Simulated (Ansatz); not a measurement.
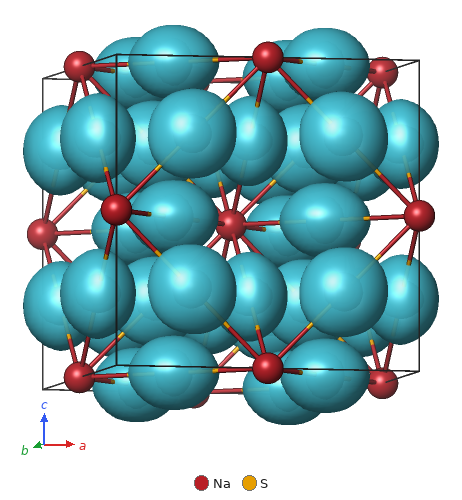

The picture shows: NaS6. Isosurface of the electron localisation function at 0.7 (cyan), seen at an oblique angle. Core shells and regions of very low density are left out. Sticks mark near contacts.

Space group Fm-3m; a structure generated by program, which may or may not match a known phase; computed without spin polarisation.

Level of theory: Ansatz 0.2.0, DFT PBE, scalar-relativistic, plane waves, PAW.

In a PAW calculation such maps are meaningful between the atoms, not at the nuclei.

### Identify the bonds, lone pairs and shells in this picture.

The ELF exceeds this value in 24 regions wrapped around S (the valence shell of each), counted in one cell of 28 atoms. Any copies at cell faces, edges or corners count once. Profiles from the grid: Na–S (2.82 Å): the ELF peaks at about 0.90 in the valence shell of S, 0.8 Å from its nucleus, and is about 0.30 at the midpoint.
